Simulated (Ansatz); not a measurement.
# CH7AsBN: two geometries relaxed

Are the two ends of the inversion of the pyramid at N1 separate minima, and which lies lower? Each is relaxed from a guess. SMILES of the start: NBC[AsH2].

All numbers below are computed with Ansatz 0.2.0 (RKS PBE-D4/def2-SVP).

**1. The structure to begin with**

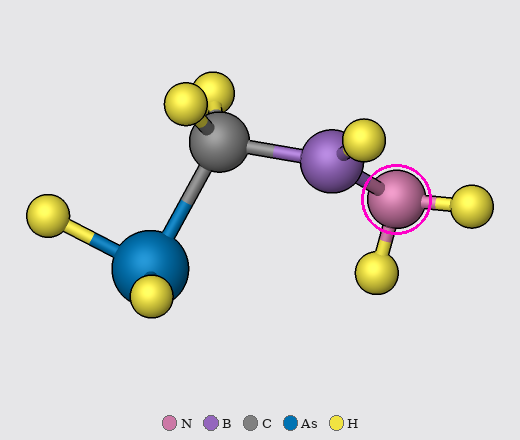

The starting structure, seen from a chosen angle (nitrogen pink, boron purple, carbon grey, arsenic blue, hydrogen yellow). Ringed: N1.

Coordinates:

```xyz
11

N    -1.1693    1.5342    0.1955
B    -0.0890    0.7247    0.7404
C    -0.0354   -0.8215    0.3888
As    0.4109   -1.0696   -1.5251
H    -1.0852    1.6217   -0.8690
H    -1.0864    2.5640    0.5495
H     0.7193    1.2023    1.5001
H    -0.9204   -1.2960    0.6718
H     0.8270   -1.2667    1.0260
H     1.8380   -0.6546   -1.3574
H     0.6557   -2.5955   -1.3000
```

**2. Relaxing end A**

input.yaml

```yaml
crystal:
  periodic: [false, false, false]
  atoms:
    - { symbol: "N", position_ang: [-1.1693, 1.5342, 0.1955] }
    - { symbol: B, position_ang: [-0.089, 0.7247, 0.7404] }
    - { symbol: C, position_ang: [-0.0354, -0.8215, 0.3888] }
    - { symbol: As, position_ang: [0.4109, -1.0696, -1.5251] }
    - { symbol: H, position_ang: [-1.0852, 1.6217, -0.869] }
    - { symbol: H, position_ang: [-1.0864, 2.564, 0.5495] }
    - { symbol: H, position_ang: [0.7193, 1.2023, 1.5001] }
    - { symbol: H, position_ang: [-0.9204, -1.296, 0.6718] }
    - { symbol: H, position_ang: [0.827, -1.2667, 1.026] }
    - { symbol: H, position_ang: [1.838, -0.6546, -1.3574] }
    - { symbol: H, position_ang: [0.6557, -2.5955, -1.3] }
basis:
  gaussian: { orbitals: def2-SVP }
hamiltonian:
  xc: pbe
  dispersion: d4
relax:
  f_tol: 0.015
  max_steps: 40
```

Started as:

```console
> ansatz run input.yaml --threads 2 --pin off --max-ram 3072MiB --backend cpu --events-out ev --progress --plain --runs-dir out
```

Log, cut to the lines that bear on the results:

```text
Warning: RAYON_NUM_THREADS=2 ignored (pool sized by the plan → 2); use --threads N
[...]
Functional definition: PBE
[...]
1253 factors; their error is unknown
[...]
mean field -64135.08936492 eV, -2356.9210618360 hartree, gradient 3.0e-5 eV, S^2 0.000000; 0 other end points of the search recorded, 0 dependent functions left out
[...]
reference -64135.08940070 eV, -2356.9210631507 hartree; 29, 29 occupied and 80, 80 virtual orbitals, 1253 factors
relax step   1: F+E_penalty+E_count = -64135.30379781 eV  Δ(F+E_penalty+E_count) = +0.000e0 eV  max|allowed force component| = 3.832e0 eV/Å  Δτ_max = 0.0000 Å  (29 SCF iters, accepted)
[...]
relax step   5: F+E_penalty+E_count = -64136.11742983 eV  Δ(F+E_penalty+E_count) = -5.154e-4 eV  max|allowed force component| = 1.072e0 eV/Å  Δτ_max = 0.1656 Å  (29 SCF iters, accepted)
[...]
relax step   9: F+E_penalty+E_count = -64136.21890142 eV  Δ(F+E_penalty+E_count) = -3.753e-3 eV  max|allowed force component| = 4.137e-2 eV/Å  Δτ_max = 0.0407 Å  (29 SCF iters, accepted)
[...]
relax step  13: F+E_penalty+E_count = -64136.21941970 eV  Δ(F+E_penalty+E_count) = +4.230e-4 eV  max|allowed force component| = 2.150e-1 eV/Å  Δτ_max = 0.1311 Å  (28 SCF iters, rejected (line search))
[...]
relax step  15: F+E_penalty+E_count = -64136.22080485 eV  Δ(F+E_penalty+E_count) = -9.621e-4 eV  max|allowed force component| = 2.189e-2 eV/Å  Δτ_max = 0.0319 Å  (29 SCF iters, accepted)
[...]
relax step  16: F+E_penalty+E_count = -64136.22215672 eV  Δ(F+E_penalty+E_count) = -1.352e-3 eV  max|allowed force component| = 9.492e-2 eV/Å  Δτ_max = 0.0976 Å  (29 SCF iters, accepted)
[...]
1253 factors; their error is unknown
[...]
mean field -64136.00610189 eV, -2356.9547512983 hartree, gradient 2.3e-5 eV, S^2 0.000000; 0 other end points of the search recorded, 0 dependent functions left out
[...]
reference -64136.00613770 eV, -2356.9547526140 hartree; 29, 29 occupied and 80, 80 virtual orbitals, 1253 factors
```

**3. The log goes on: end point A relaxed**

Output, continued, cut to the lines that bear on the results:

```text
relax step  17: F+E_penalty+E_count = -64136.22113277 eV  Δ(F+E_penalty+E_count) = +1.024e-3 eV  max|allowed force component| = 2.556e-1 eV/Å  Δτ_max = 0.1255 Å  (29 SCF iters, rejected (line search))
[...]
relax step  20: F+E_penalty+E_count = -64136.22980950 eV  Δ(F+E_penalty+E_count) = -3.407e-3 eV  max|allowed force component| = 1.424e-1 eV/Å  Δτ_max = 0.1097 Å  (28 SCF iters, accepted)
[...]
relax step  23: F+E_penalty+E_count = -64136.23830217 eV  Δ(F+E_penalty+E_count) = -3.223e-3 eV  max|allowed force component| = 5.244e-2 eV/Å  Δτ_max = 0.0823 Å  (29 SCF iters, accepted)
[...]
relax step  26: F+E_penalty+E_count = -64136.24460386 eV  Δ(F+E_penalty+E_count) = -2.913e-3 eV  max|allowed force component| = 7.957e-2 eV/Å  Δτ_max = 0.0469 Å  (29 SCF iters, accepted)
[...]
Atom 1 at     0.014807     0.731481     0.603322 Å, force    -0.004600    -0.007577     0.004470 eV/Å
Atom 2 at    -0.163430    -0.811052     0.333091 Å, force    -0.001756    -0.000443    -0.005515 eV/Å
Atom 3 at     0.591971    -1.193534    -1.496879 Å, force     0.001287     0.000467     0.005048 eV/Å
Atom 4 at    -1.880775     1.407183    -0.133237 Å, force    -0.003494    -0.002154    -0.002159 eV/Å
Atom 5 at    -0.862142     2.668608     0.397609 Å, force    -0.000820    -0.001117    -0.000046 eV/Å
Atom 6 at     1.057000     1.164695     1.070688 Å, force     0.000419     0.002960    -0.002910 eV/Å
Atom 7 at    -1.222786    -1.140606     0.289864 Å, force     0.003681     0.002784     0.000515 eV/Å
Atom 8 at     0.376755    -1.431291     1.072482 Å, force     0.001470    -0.001609     0.001494 eV/Å
Atom 9 at     1.959589    -0.531277    -1.228058 Å, force     0.000712     0.001308    -0.000335 eV/Å
Atom 10 at     1.171532    -2.584743    -1.157276 Å, force    -0.001688    -0.002846    -0.002093 eV/Å
Dipole moment:    -0.324262     0.228849     0.061540 e Å
```

Run time: 71 s. Hardware: 2 threads of Arm Neoverse V1, shared host; peak memory 0.15 GiB.

The steps of the relaxation, one in 2:

| step | energy from step 1 (eV) | largest force component (eV/Å) |
| --- | --- | --- |
| 1 | 0.0000 | 3.8322 |
| 3 | -0.7074 | 1.6851 |
| 5 | -0.8136 | 1.0723 |
| 7 | -0.9114 | 0.0751 |
| 9 | -0.9151 | 0.0414 |
| 11 | -0.9156 | 0.0577 |
| 13x | -0.9156 | 0.2150 |
| 15 | -0.9170 | 0.0219 |
| 17x | -0.9173 | 0.2556 |
| 19 | -0.9226 | 0.1068 |
| 21x | -0.9247 | 0.4798 |
| 23 | -0.9345 | 0.0524 |
| 25 | -0.9379 | 0.2713 |
| 27 | -0.9413 | 0.0364 |
| 29 | -0.9416 | 0.0100 |
| 30 | -0.9416 | 0.0082 |

Step 1 is the start. 5 steps were tried and not accepted (marked x).

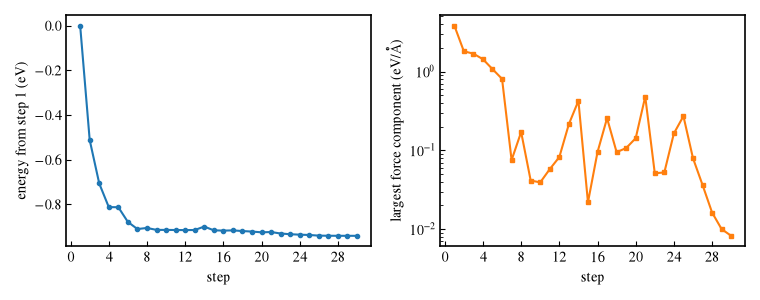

How energy and force went from step to step.

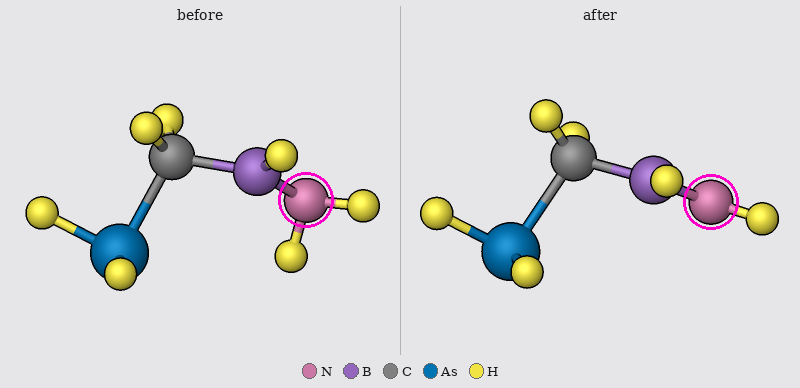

Before and after, at one scale.

After: Bond lengths: N1–B2 1.402 Å, B2–C3 1.576 Å, C3–As4 2.016 Å, N1–H5 1.022 Å, N1–H6 1.020 Å, B2–H7 1.222 Å, C3–H8 1.110 Å, C3–H9 1.106 Å, As4–H10 1.543 Å, As4–H11 1.545 Å. Angles (14 of 15 angles, heavy atoms first): N1–B2–C3 122.0°, B2–C3–As4 107.4°, N1–B2–H7 117.3°, C3–B2–H7 120.6°, B2–N1–H5 123.6°, B2–N1–H6 123.0°, B2–C3–H8 113.9°, B2–C3–H9 112.3°, As4–C3–H8 105.4°, As4–C3–H9 108.5°, C3–As4–H10 95.3°, C3–As4–H11 96.4°, H5–N1–H6 113.4°, H8–C3–H9 109.0°.

**4. End point B**

The second end starts from a geometry with the move made by hand.

input.yaml, as its differences from that of step 2:

```diff
@@ -7,4 +7,4 @@
     - { symbol: As, position_ang: [0.4109, -1.0696, -1.5251] }
-    - { symbol: H, position_ang: [-1.0852, 1.6217, -0.869] }
-    - { symbol: H, position_ang: [-1.0864, 2.564, 0.5495] }
+    - { symbol: H, position_ang: [-1.78839, 0.95742, -0.46173] }
+    - { symbol: H, position_ang: [-1.85009, 1.84257, 0.99181] }
     - { symbol: H, position_ang: [0.7193, 1.2023, 1.5001] }
```

Started as:

```console
> ansatz run input.yaml --threads 2 --pin off --max-ram 3072MiB --backend cpu --events-out ev --progress --plain --runs-dir out
```

Log, cut to the lines that bear on the results:

```text
Warning: RAYON_NUM_THREADS=2 ignored (pool sized by the plan → 2); use --threads N
[...]
[... 1 set-up line as earlier in the session ...]
[...]
1253 factors; their error is unknown
[...]
mean field -64135.01982133 eV, -2356.9185061562 hartree, gradient 3.8e-5 eV, S^2 0.000000; 0 other end points of the search recorded, 0 dependent functions left out
[...]
reference -64135.01985680 eV, -2356.9185074597 hartree; 29, 29 occupied and 80, 80 virtual orbitals, 1253 factors
relax step   1: F+E_penalty+E_count = -64135.23532412 eV  Δ(F+E_penalty+E_count) = +0.000e0 eV  max|allowed force component| = 4.072e0 eV/Å  Δτ_max = 0.0000 Å  (29 SCF iters, accepted)
[...]
relax step   5: F+E_penalty+E_count = -64136.17873924 eV  Δ(F+E_penalty+E_count) = -2.898e-2 eV  max|allowed force component| = 3.123e-1 eV/Å  Δτ_max = 0.2000 Å  (28 SCF iters, accepted)
[...]
Atom 1 at    -0.171670     0.596384     0.693227 Å, force    -0.008783     0.000319     0.000661 eV/Å
Atom 2 at    -0.142435    -0.953389     0.407444 Å, force     0.003840    -0.004778     0.004393 eV/Å
Atom 3 at     0.486126    -1.205717    -1.491508 Å, force     0.000198    -0.001810     0.003104 eV/Å
Atom 4 at    -2.206748     0.989917     0.142305 Å, force     0.008034    -0.007234     0.001897 eV/Å
Atom 5 at    -1.339743     2.382543     0.608917 Å, force     0.000854     0.000701    -0.000350 eV/Å
Atom 6 at     0.832713     1.178166     1.074590 Å, force    -0.002095    -0.000621    -0.002543 eV/Å
Atom 7 at    -1.140396    -1.437691     0.454904 Å, force     0.002490     0.003063    -0.001862 eV/Å
Atom 8 at     0.550837    -1.490846     1.081636 Å, force    -0.004996     0.003785    -0.006097 eV/Å
Atom 9 at     1.770308    -0.365512    -1.329905 Å, force     0.000434     0.000180     0.000681 eV/Å
Atom 10 at     1.276575    -2.509281    -1.239974 Å, force    -0.001237     0.000844    -0.001112 eV/Å
Dipole moment:    -0.347590     0.177178     0.095428 e Å
```

Run time: 43 s. Hardware: 2 threads of Arm Neoverse V1, shared host; peak memory 0.15 GiB.

Step by step:

| step | energy from step 1 (eV) | largest force component (eV/Å) |
| --- | --- | --- |
| 1 | 0.0000 | 4.0724 |
| 2 | -0.4979 | 1.6044 |
| 3 | -0.7542 | 1.2962 |
| 4 | -0.9144 | 0.8406 |
| 5 | -0.9434 | 0.3123 |
| 6 | -0.9688 | 0.2083 |
| 7 | -0.9921 | 0.0543 |
| 8 | -0.9995 | 0.0972 |
| 9x | -0.9993 | 0.2973 |
| 10x | -0.9995 | 0.1830 |
| 11 | -1.0035 | 0.0228 |
| 12 | -1.0061 | 0.1001 |
| 13 | -1.0068 | 0.1387 |
| 14 | -1.0086 | 0.0687 |
| 15 | -1.0095 | 0.0374 |
| 16 | -1.0100 | 0.0314 |
| 17 | -1.0101 | 0.0174 |
| 18 | -1.0101 | 0.0088 |

Step 1 is the start. 2 steps were tried and not accepted (marked x).

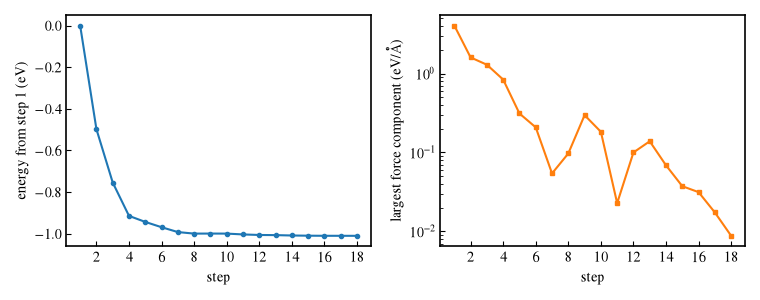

Energy and largest force along the relaxation.

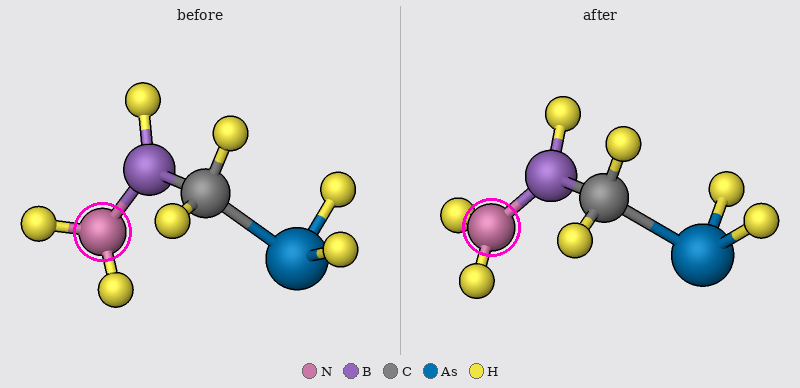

The structure before (left) and after (right), drawn at the same scale.

After: Bond lengths: N1–B2 1.402 Å, B2–C3 1.576 Å, C3–As4 2.016 Å, N1–H5 1.022 Å, N1–H6 1.020 Å, B2–H7 1.222 Å, C3–H8 1.110 Å, C3–H9 1.106 Å, As4–H10 1.543 Å, As4–H11 1.545 Å. Angles (14 of 15 angles, heavy atoms first): N1–B2–C3 122.0°, B2–C3–As4 107.4°, N1–B2–H7 117.3°, C3–B2–H7 120.6°, B2–N1–H5 123.7°, B2–N1–H6 123.0°, B2–C3–H8 113.9°, B2–C3–H9 112.3°, As4–C3–H8 105.4°, As4–C3–H9 108.5°, C3–As4–H10 95.3°, C3–As4–H11 96.4°, H5–N1–H6 113.3°, H8–C3–H9 109.0°.

**5. What came out**

```
                           quantity                     value
                              end A  24 moves, 0.942 eV lower
                              end B  15 moves, 1.010 eV lower
largest difference between the ends                    0.02 Å
            end B relative to end A                 -0.000 eV
```

**Reading.** The two relaxations end at one structure, within 0.02 Å: no second minimum was found from this start, which doesn't rule one out.
